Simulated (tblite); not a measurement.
# Geometry relaxation, with input and output: C4H9ClGeO (charge +1)

The run: geometry relaxation of C4H9ClGeO, charge +1, multiplicity 2, SMILES C[C](C)(C=[O+])[GeH2][Cl]. Method and program: GFN2-xTB geometry optimisation, gas phase (tblite 0.8.0).

It belongs to a series of runs on one base structure; here: electron removed.

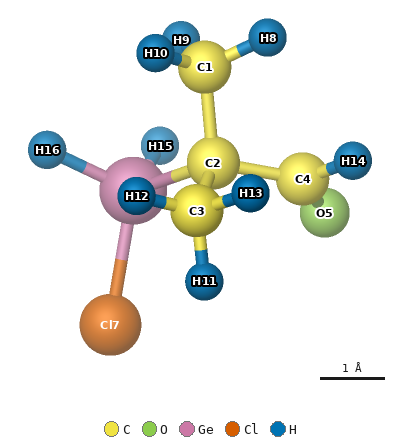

Fig. 1: The input geometry (ball-and-stick view, seen at a tilt; atoms are numbered from 1 in the order of the input). Sticks mark near contacts.

## Results in brief

| quantity | value |
| --- | --- |
| outcome | converged |
| total energy | −632.2993 eV |
| hardware | 1 CPU thread, shared host |
| wall time | 1.1 s |
| peak memory | 0.18 GiB |

## Input
```
{"job": {"kind": "relax", "xc": "GFN2-xTB", "basis": "xTB"}, "charge": 1, "multiplicity": 2}
C     -0.367700     1.346600    -0.617600
C     -0.185000    -0.016400     0.026800
C     -0.533000    -1.131500    -0.909100
C     -1.125400    -0.077600     1.162000
O     -0.796100    -0.241200     2.331400
Ge     1.672800    -0.050100     0.593700
Cl     2.361700    -2.000300     1.161400
H     -1.397400     1.747600    -0.427700
H      0.389100     2.027000    -0.179600
H     -0.155000     1.283100    -1.713400
H     -0.428600    -2.149800    -0.448400
H     -0.027800    -1.105900    -1.876800
H     -1.649900    -1.055400    -1.095500
H     -2.191600     0.012800     0.951700
H      1.918500     1.045500     1.670000
H      2.508000     0.374600    -0.640300
```

The first line tells a small driver script what to run in tblite; the rest is the geometry in Å.

Run as:
```bash
OMP_NUM_THREADS=1 python <driver script> task.json out
```

## Output
```
step      E/eV     max force
  0    -631.40732    4.313
  1    -631.66540    5.822
  2    -631.92752    1.085
  3    -631.99063    0.685
  4    -632.03844    0.487
  5    -632.06204    0.430
  6    -632.08520    0.302
  7    -632.10151    0.338
  8    -632.11699    0.351
  9    -632.12993    0.352
 10    -632.14249    0.320
 11    -632.15737    0.373
 12    -632.17483    0.399
 13    -632.19112    0.351
 14    -632.20327    0.274
 15    -632.21059    0.214
 16    -632.21485    0.148
 17    -632.21851    0.164
 18    -632.22188    0.157
 19    -632.22511    0.158
 20    -632.22807    0.143
 21    -632.23059    0.134
 22    -632.23285    0.115
 23    -632.23512    0.149
 24    -632.23748    0.130
 25    -632.23978    0.119
 26    -632.24187    0.118
 27    -632.24379    0.118
 28    -632.24583    0.119
 29    -632.24816    0.142
 30    -632.25049    0.159
 31    -632.25231    0.121
 32    -632.25366    0.115
 33    -632.25480    0.092
 34    -632.25585    0.091
 35    -632.25704    0.082
 36    -632.25843    0.125
 37    -632.25975    0.116
 38    -632.26069    0.064
 39    -632.26127    0.058
 40    -632.26170    0.048
 41    -632.26221    0.058
 42    -632.26291    0.089
 43    -632.26390    0.110
 44    -632.26526    0.096
 45    -632.26695    0.094
 46    -632.26880    0.091
 47    -632.27054    0.125
 48    -632.27190    0.121
 49    -632.27251    0.135
 50    -632.27336    0.073
 51    -632.27391    0.057
 52    -632.27470    0.056
 53    -632.27508    0.049
 54    -632.27541    0.039
 55    -632.27563    0.042
 56    -632.27592    0.043
 57    -632.27629    0.054
 58    -632.27671    0.063
 59    -632.27709    0.069
 60    -632.27747    0.057
 61    -632.27785    0.058
 62    -632.27820    0.053
 63    -632.27847    0.045
 64    -632.27864    0.037
 65    -632.27880    0.037
 66    -632.27898    0.037
 67    -632.27916    0.034
 68    -632.27928    0.028
 69    -632.27937    0.024
 70    -632.27949    0.030
 71    -632.27962    0.032
 72    -632.27972    0.032
 73    -632.27980    0.029
 74    -632.27990    0.029
 75    -632.28004    0.040
 76    -632.28025    0.050
 77    -632.28049    0.048
 78    -632.28068    0.038
 79    -632.28081    0.028
 80    -632.28092    0.027
 81    -632.28103    0.031
 82    -632.28116    0.042
 83    -632.28128    0.035
 84    -632.28137    0.036
 85    -632.28145    0.029
 86    -632.28153    0.027
 87    -632.28164    0.038
 88    -632.28178    0.040
 89    -632.28191    0.032
 90    -632.28203    0.040
 91    -632.28213    0.031
 92    -632.28223    0.027
 93    -632.28235    0.038
 94    -632.28247    0.030
 95    -632.28258    0.030
 96    -632.28265    0.020
 97    -632.28273    0.031
 98    -632.28284    0.036
 99    -632.28300    0.033
100    -632.28319    0.042
101    -632.28343    0.056
102    -632.28371    0.076
103    -632.28402    0.066
104    -632.28432    0.093
105    -632.28455    0.032
106    -632.28450    0.173
107    -632.28480    0.032
108    -632.28487    0.018
109    -632.28500    0.037
110    -632.28507    0.025
111    -632.28524    0.025
112    -632.28540    0.033
113    -632.28556    0.058
114    -632.28325    0.514
115    -632.28567    0.027
116    -632.28573    0.024
117    -632.28585    0.124
118    -632.28600    0.021
119    -632.28607    0.023
120    -632.28601    0.181
121    -632.28631    0.022
122    -632.28641    0.020
123    -632.28652    0.096
124    -632.28666    0.018
125    -632.28673    0.018
126    -632.28696    0.074
127    -632.28712    0.025
128    -632.28727    0.029
129    -632.28747    0.049
130    -632.28768    0.041
131    -632.28816    0.053
132    -632.28877    0.050
133    -632.28914    0.135
134    -632.28901    0.124
135    -632.28969    0.052
136    -632.28994    0.076
137    -632.29052    0.113
138    -632.29102    0.072
139    -632.29162    0.064
140    -632.29211    0.052
141    -632.29253    0.035
142    -632.29293    0.048
143    -632.29307    0.118
144    -632.29339    0.045
145    -632.29360    0.043
146    -632.29424    0.072
147    -632.29464    0.096
148    -632.29517    0.100
149    -632.29553    0.073
150    -632.29579    0.059
151    -632.29598    0.031
152    -632.29611    0.052
153    -632.29625    0.045
154    -632.29645    0.037
155    -632.29666    0.040
156    -632.29682    0.023
157    -632.29690    0.024
158    -632.29695    0.020
159    -632.29703    0.020
160    -632.29714    0.031
161    -632.29730    0.060
162    -632.29749    0.076
163    -632.29770    0.079
164    -632.29795    0.054
165    -632.29824    0.039
166    -632.29855    0.048
167    -632.29882    0.058
168    -632.29902    0.056
169    -632.29912    0.026
170    -632.29918    0.018
171    -632.29921    0.014
172    -632.29923    0.010
173    -632.29924    0.011
174    -632.29925    0.010
```

## Trajectory as extended XYZ (Å, eV, eV/Å), 7 of the 175 frames kept, from step=0 to step=174
```
16
Properties=species:S:1:pos:R:3:forces:R:3 step=0 energy=-631.40732
C    -0.3677    1.3466   -0.6176    0.1220   0.5050  -0.6640
C    -0.1850   -0.0164    0.0268   -2.0910   0.2970  -1.5010
C    -0.5330   -1.1315   -0.9091   -1.4670  -1.2910  -0.0400
C    -1.1254   -0.0776    1.1620    1.1650  -0.7180   4.0900
O    -0.7961   -0.2412    2.3314   -0.5710   0.3800  -2.3260
Ge    1.6728   -0.0501    0.5937    2.8550  -0.2730   1.1550
Cl    2.3617   -2.0003    1.1614   -0.4120   0.6410  -0.1050
H    -1.3974    1.7476   -0.4277    1.0040  -0.1480  -0.3550
H     0.3891    2.0270   -0.1796   -0.6560   0.1700  -0.1870
H    -0.1550    1.2831   -1.7134   -0.3870   0.1720   0.7770
H    -0.4286   -2.1498   -0.4484    0.2280   0.8350  -0.3310
H    -0.0278   -1.1059   -1.8768    0.0060   0.0910   0.2030
H    -1.6499   -1.0554   -1.0955    1.0710  -0.0680  -0.2700
H    -2.1916    0.0128    0.9517   -0.2260   0.0710  -0.3680
H     1.9185    1.0455    1.6700   -0.2820  -0.4540  -0.1350
H     2.5080    0.3746   -0.6403   -0.3590  -0.2090   0.0560
16
Properties=species:S:1:pos:R:3:forces:R:3 step=29 energy=-632.24816
C    -0.4601    1.3940   -0.7054    0.0240   0.0420  -0.0300
C    -0.3278    0.0472   -0.0625   -0.0740  -0.0120   0.0110
C    -0.5790   -1.1162   -0.9670   -0.0420  -0.0590  -0.0140
C    -0.9841   -0.0798    1.2761    0.0040   0.0260   0.1010
O    -0.4165   -0.2238    2.3149   -0.0720  -0.0150  -0.0310
Ge    1.8293   -0.1241    0.7143   -0.0200   0.1060  -0.0920
Cl    2.1776   -2.0643    1.2812   -0.0050  -0.0400   0.0590
H    -1.4971    1.7382   -0.6676   -0.0080  -0.0280   0.0100
H     0.1343    2.1564   -0.2002   -0.0270   0.0370   0.0930
H    -0.1643    1.3560   -1.7501    0.0280  -0.0210  -0.0710
H    -0.4593   -2.0702   -0.4588    0.0370  -0.0340   0.0460
H     0.0751   -1.0827   -1.8382    0.0400   0.0110  -0.0050
H    -1.6030   -1.0773   -1.3496   -0.0300   0.0490  -0.0370
H    -2.0923   -0.0312    1.2228    0.0680  -0.0110  -0.0090
H     1.8530    0.9505    1.7863    0.0400  -0.0540  -0.0150
H     2.5064    0.2361   -0.6076    0.0380   0.0040  -0.0160
16
Properties=species:S:1:pos:R:3:forces:R:3 step=58 energy=-632.27671
C    -0.4891    1.4054   -0.6665   -0.0090   0.0050   0.0020
C    -0.3211    0.0497   -0.0453    0.0090   0.0090  -0.0310
C    -0.5823   -1.1110   -0.9573   -0.0070   0.0030   0.0000
C    -0.9554   -0.0695    1.3077    0.0070   0.0110  -0.0600
O    -0.3879   -0.1597    2.3487    0.0070   0.0080   0.0120
Ge    1.8314   -0.1299    0.6260    0.0320   0.0010  -0.0390
Cl    2.1019   -2.0582    1.2926    0.0010  -0.0100   0.0240
H    -1.5444    1.5898   -0.8880   -0.0020  -0.0040   0.0030
H    -0.1542    2.2006   -0.0007    0.0000   0.0130   0.0030
H     0.0407    1.4754   -1.6174    0.0210  -0.0460   0.0380
H    -0.5608   -2.0565   -0.4179    0.0010  -0.0070  -0.0300
H     0.1583   -1.1405   -1.7607   -0.0140   0.0040   0.0210
H    -1.5539   -1.0070   -1.4473   -0.0130   0.0040   0.0110
H    -2.0625   -0.0608    1.2443   -0.0120  -0.0150   0.0170
H     1.9382    0.9540    1.6776    0.0050   0.0040   0.0000
H     2.5334    0.1272   -0.7072   -0.0240   0.0180   0.0300
16
Properties=species:S:1:pos:R:3:forces:R:3 step=87 energy=-632.28164
C    -0.4643    1.3995   -0.6496    0.0020   0.0160   0.0030
C    -0.3263    0.0332   -0.0461    0.0030   0.0060   0.0040
C    -0.6170   -1.1073   -0.9724   -0.0040   0.0060  -0.0020
C    -0.9522   -0.0800    1.3086    0.0100  -0.0350   0.0100
O    -0.3850   -0.0569    2.3541    0.0010   0.0200   0.0020
Ge    1.8383   -0.1252    0.6183   -0.0030  -0.0080   0.0110
Cl    2.1197   -2.0319    1.3410   -0.0110  -0.0010   0.0090
H    -1.4967    1.5769   -0.9643   -0.0030  -0.0120   0.0040
H    -0.1946    2.1871    0.0540    0.0060  -0.0070  -0.0020
H     0.1492    1.4824   -1.5476   -0.0020   0.0140  -0.0120
H    -0.5749   -2.0662   -0.4592    0.0140  -0.0070  -0.0070
H     0.0882   -1.1153   -1.8058    0.0070   0.0050   0.0110
H    -1.6096   -0.9958   -1.4168   -0.0070  -0.0010  -0.0020
H    -2.0546   -0.1905    1.2492   -0.0030   0.0070  -0.0080
H     1.9379    0.9856    1.6433   -0.0020  -0.0050  -0.0120
H     2.5344    0.1132   -0.7182   -0.0060   0.0010  -0.0090
16
Properties=species:S:1:pos:R:3:forces:R:3 step=116 energy=-632.28573
C    -0.4468    1.4065   -0.6095    0.0030   0.0120   0.0080
C    -0.3269    0.0179   -0.0539    0.0040   0.0080   0.0060
C    -0.6234   -1.0862   -1.0181    0.0040   0.0030   0.0080
C    -0.9394   -0.0911    1.3051   -0.0030  -0.0040  -0.0110
O    -0.4321    0.2226    2.3355    0.0130   0.0070   0.0170
Ge    1.8342   -0.1559    0.6077   -0.0070  -0.0050   0.0010
Cl    2.0394   -1.9975    1.5060    0.0030   0.0050   0.0030
H    -1.4708    1.5924   -0.9474    0.0100   0.0000  -0.0020
H    -0.2003    2.1624    0.1359   -0.0010   0.0100  -0.0070
H     0.1921    1.5289   -1.4862   -0.0140   0.0010  -0.0030
H    -0.4748   -2.0668   -0.5693   -0.0090  -0.0150   0.0030
H     0.0059   -0.9973   -1.9044    0.0050  -0.0080  -0.0020
H    -1.6574   -1.0252   -1.3681    0.0000   0.0090  -0.0080
H    -1.9774   -0.4784    1.2666   -0.0120  -0.0200  -0.0070
H     1.9388    1.0362    1.5340    0.0050  -0.0020   0.0000
H     2.5314   -0.0596   -0.7453   -0.0020   0.0000  -0.0030
16
Properties=species:S:1:pos:R:3:forces:R:3 step=145 energy=-632.29360
C    -0.4264    1.4264   -0.5904   -0.0020  -0.0130   0.0070
C    -0.3481    0.0257   -0.0678    0.0110  -0.0120   0.0050
C    -0.6487   -1.0554   -1.0522   -0.0120  -0.0010   0.0000
C    -0.9051   -0.1264    1.3050    0.0030   0.0140   0.0270
O    -0.5493    0.4740    2.2750   -0.0120   0.0150  -0.0380
Ge    1.8170   -0.1822    0.6092    0.0190   0.0140  -0.0100
Cl    2.0065   -1.9578    1.6348    0.0020  -0.0170  -0.0030
H    -1.4492    1.6498   -0.9093    0.0070   0.0110  -0.0100
H    -0.1542    2.1592    0.1697   -0.0100  -0.0110   0.0160
H     0.2031    1.5501   -1.4743   -0.0240  -0.0010  -0.0040
H    -0.5439   -2.0476   -0.6152   -0.0090   0.0030   0.0070
H     0.0022   -0.9780   -1.9245    0.0050   0.0070   0.0040
H    -1.6701   -0.9520   -1.4281   -0.0150  -0.0170  -0.0110
H    -1.7339   -0.8611    1.3544    0.0240   0.0100  -0.0230
H     1.8896    1.0694    1.4569    0.0160  -0.0080   0.0200
H     2.5028   -0.1850   -0.7548   -0.0030   0.0060   0.0140
16
Properties=species:S:1:pos:R:3:forces:R:3 step=174 energy=-632.29925
C    -0.4251    1.4255   -0.6079    0.0010   0.0010  -0.0010
C    -0.3526    0.0310   -0.0741   -0.0010   0.0000   0.0000
C    -0.6534   -1.0646   -1.0409    0.0010  -0.0010   0.0000
C    -0.8970   -0.0986    1.3037    0.0020   0.0000   0.0040
O    -0.6185    0.6038    2.2303   -0.0010  -0.0030  -0.0040
Ge    1.8134   -0.1868    0.6208   -0.0030   0.0090   0.0010
Cl    2.0038   -2.0344    1.5153   -0.0030  -0.0050   0.0010
H    -1.4561    1.6702   -0.8833    0.0020  -0.0010  -0.0020
H    -0.1134    2.1562    0.1398    0.0020   0.0000   0.0010
H     0.1651    1.5318   -1.5198   -0.0020   0.0010   0.0000
H    -0.5787   -2.0484   -0.5796    0.0010   0.0000   0.0020
H     0.0204   -1.0187   -1.8984    0.0010   0.0000  -0.0030
H    -1.6630   -0.9514   -1.4459   -0.0010   0.0010   0.0000
H    -1.6356   -0.9181    1.3973    0.0000   0.0000   0.0020
H     1.8684    0.9980    1.5621    0.0010   0.0000  -0.0020
H     2.5145   -0.0867   -0.7308   -0.0010   0.0000   0.0000
```

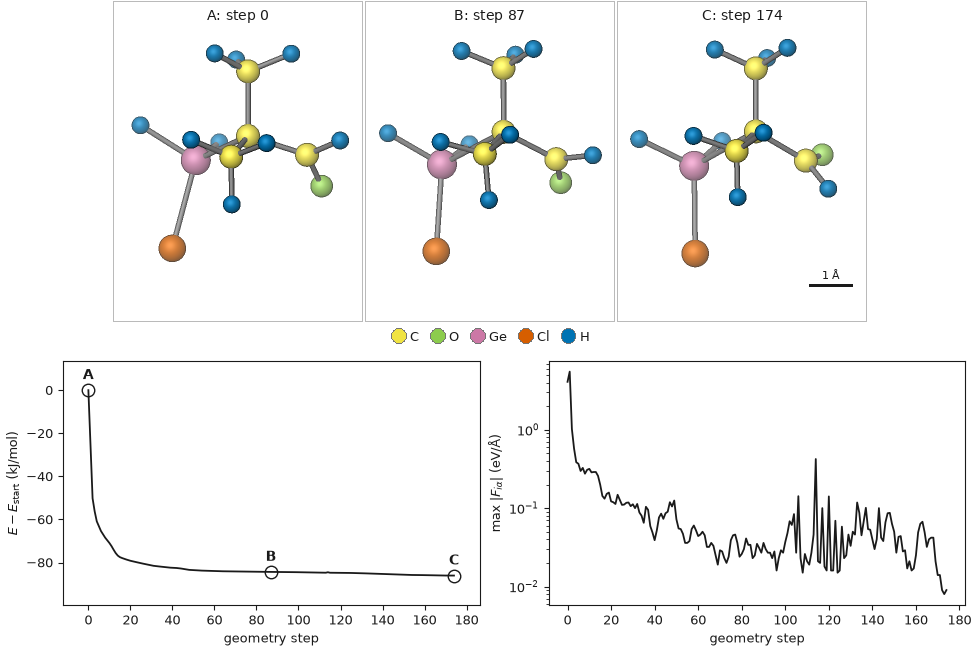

Fig. 2: Frames of the relaxation (ball-and-stick view, seen at a tilt) above the curves, on which the letters mark them (steps are counted from 0).

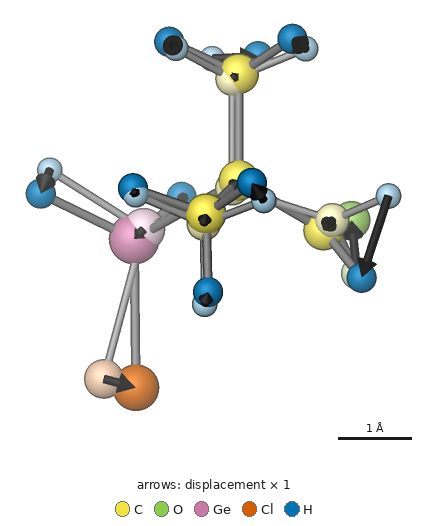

Fig. 3: Start (faint) and end (solid) with the displacements as black arrows, at true length (ball-and-stick view, seen at a tilt). The two geometries are laid on each other by the best rigid fit. H14 moves most after the best rigid fit: 1.21 Å. Largest moves by element: H 1.21 Å, O 0.85 Å, Cl 0.46 Å, C 0.28 Å, Ge 0.19 Å. Among the contacts that change: C2–Ge6 1.943 → 2.285 Å, Ge6–Cl7 2.145 → 2.062 Å, C3–H13 1.135 → 1.094 Å, Ge6–H15 1.555 → 1.514 Å. Among the angles that change: C4–C2–Ge6 112.6° → 93.3°, H15–Ge6–H16 105.8° → 118.9°, C2–Ge6–H15 109.9° → 98.6°. Over 174 geometry steps the energy falls by 86.1 kJ/mol. Largest force component: 4.1 eV/Å at the start, 0.009 eV/Å at the end. (Atoms are counted from 1 in the order of the input.)
